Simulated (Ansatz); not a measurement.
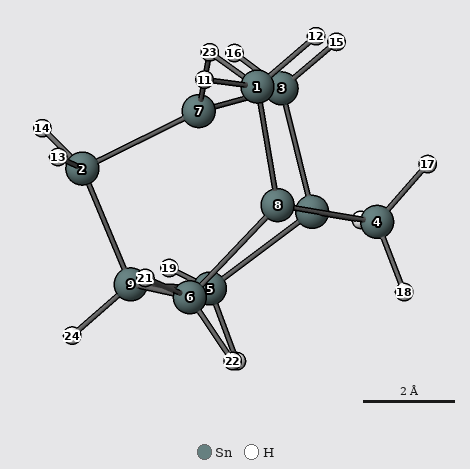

Fig. 1: The structure (ball-and-stick view, seen at a tilt; atoms are numbered from 1 in the order of the input). Sticks mark near contacts.

## Single-point calculation, with input and output: Sn10H15 (charge +2)

System: Sn10H15 (Sn10H16 off sphere), charge +2, multiplicity 2.
Method: UKS PBE0-D4/def2-TZVP (Ansatz 0.2.0).

The geometry comes from this level: PBE-D4/def2-SVP.

Input file
```yaml
crystal:
  periodic: [false, false, false]
  atoms:
    - {symbol: Sn, position_ang: [-0.022184, -3.767096, 0.000981]}
    - {symbol: Sn, position_ang: [0.459156, 0.042982, -3.310427]}
    - {symbol: Sn, position_ang: [-3.308526, 0.066289, 0.438901]}
    - {symbol: Sn, position_ang: [-0.191053, -0.115013, 3.313495]}
    - {symbol: Sn, position_ang: [0.062011, 3.383242, 0.079600]}
    - {symbol: Sn, position_ang: [3.314569, -0.092241, -0.212671]}
    - {symbol: Sn, position_ang: [-1.158102, -1.011527, -1.162544]}
    - {symbol: Sn, position_ang: [1.129461, -1.358448, 1.113996]}
    - {symbol: Sn, position_ang: [1.794209, 1.873737, -1.600197]}
    - {symbol: Sn, position_ang: [-1.590826, 1.855676, 1.819014]}
    - {symbol: H, position_ang: [0.907102, -4.640756, -1.150797]}
    - {symbol: H, position_ang: [-1.179491, -4.604410, 0.956686]}
    - {symbol: H, position_ang: [1.412908, -1.281581, -3.869459]}
    - {symbol: H, position_ang: [-0.758782, 0.536612, -4.427354]}
    - {symbol: H, position_ang: [-3.929781, -1.260168, 1.351339]}
    - {symbol: H, position_ang: [-4.378525, 0.615782, -0.799046]}
    - {symbol: H, position_ang: [-1.227259, -1.273689, 4.057799]}
    - {symbol: H, position_ang: [1.099271, 0.432176, 4.314145]}
    - {symbol: H, position_ang: [-0.966233, 4.322010, -0.936946]}
    - {symbol: H, position_ang: [1.079617, 4.343396, 1.086387]}
    - {symbol: H, position_ang: [4.063354, -1.242696, -1.256662]}
    - {symbol: H, position_ang: [4.312339, 0.445357, 1.085185]}
    - {symbol: H, position_ang: [-1.267978, -2.963748, -1.249038]}
    - {symbol: H, position_ang: [2.850807, 2.860513, -2.553151]}
    - {symbol: H, position_ang: [-2.543163, 2.831099, 2.886867]}
basis:
  gaussian: {orbitals: def2-TZVP, fitting: {mean_field: def2-universal-jkfit}, initial_orbitals: start.molden}
total_charge: 2
magnetization: {spin_polarized: true, initial_magnetization: 1}
hamiltonian: {xc: pbe0, dispersion: d4}
scf: {omitted_lower_state_checks: [starts]}
output: {orbitals: {seedname: orbitals}}
```

Launch command:
```bash
ansatz run in.yaml --threads 2 --pin off --events-out ev --progress --plain --max-ram 22528MiB --backend cuda --devices 0, --max-vram 18GiB
```

What the program printed
```
Functional definition: PBE0
  name "PBE0"
  cite "Adamo & Barone, J. Chem. Phys. 110, 6158 (1999) doi:10.1063/1.478522"
  cite "Perdew, Burke & Ernzerhof, Phys. Rev. Lett. 77, 3865 (1996) doi:10.1103/PhysRevLett.77.3865"
  parent pbe
  parameter a = 0.25
  parameter kappa = 0.804
  parameter beta = 0.06672455060314922
  exchange = (1 - a)*pbe_x(kappa = kappa, mu = beta*pi^2/3) + a*exact_x
  correlation = pbe_c(beta = beta)
these checks for a lower state are left out or cut short: starts
2450 factors; integrals over basis functions are off by at most 6.1e-1 eV
mean field evaluation 1: about -58547.6352 eV, gradient 2.1e1 eV
mean field evaluation 2: about -58549.0465 eV, gradient 1.4e0 eV
mean field evaluation 4: about -58549.0700 eV, gradient 4.9e-2 eV
mean field evaluation 8: about -58549.0700 eV, gradient 1.5e-5 eV
mean field -58549.07002215 eV, -2151.6386373290 hartree, gradient 1.5e-5 eV, S^2 0.756306; 0 other end points of the search recorded, 0 dependent functions left out
reference -58549.07011035 eV, -2151.6386405704 hartree; 117, 116 occupied and 473, 474 virtual orbitals, 2450 factors
Total energy: -58550.31457486 eV, -2151.6843737974 hartree
Checks for a lower state left out: starts
```

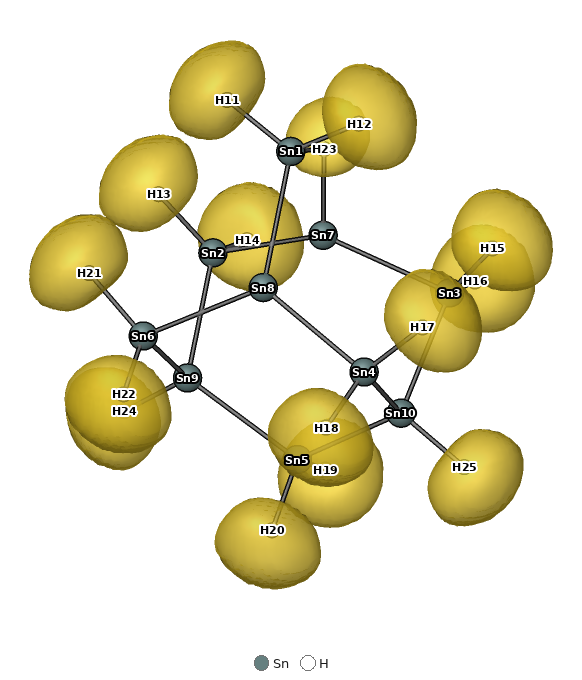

Fig. 2: Isosurface of the electron localisation function at 0.9 (yellow), seen at a tilt. Only the valence region is drawn (cores and ρ < 0.01 e/Å³ removed). Values along the shortest contacts: Sn–Sn (2.84 Å): the ELF peaks at about 0.75 between the atoms (a shared electron pair). Sn–H (1.72 Å): the ELF climbs to about 1 towards the hydrogen, as it does in any bond to H.

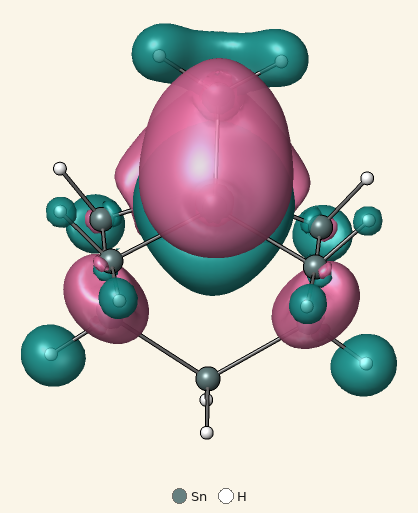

Fig. 3: The LUMO (β) at ±0.04 Å⁻³ᐟ² (teal and pink are the two phases), seen face on. By Hirshfeld shares it lies mainly on Sn8 (35 %), Sn7 (30 %) and Sn1 (10 %). Its energy is −10.84 eV.

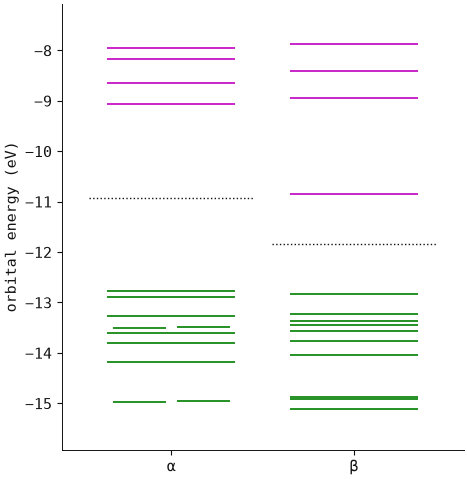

Fig. 4: Orbital energies near the frontier for α and β spins; the dotted line parts filled from empty levels, and levels within 0.02 eV of each other stand side by side. α: highest filled −12.78 eV, lowest empty −9.07 eV, 3.71 eV apart; β: highest filled −12.84 eV, lowest empty −10.84 eV, 2.00 eV apart.

Results in brief

| quantity | value |
| --- | --- |
| outcome | converged |
| total energy | −58550.3146 eV |
| mean-field energy | −58549.0701 eV |
| dispersion energy | −1.2445 eV |
| ⟨S²⟩ | 0.756 |
| SCF solution under orbital rotations | stable |
| HOMO (either spin) | −12.78 eV |
| LUMO (either spin) | −10.84 eV |
| hardware | 2 CPU threads, shared host |
| wall time | 11 s (CPU time 12 s) |
| peak memory | 1.1 GiB |
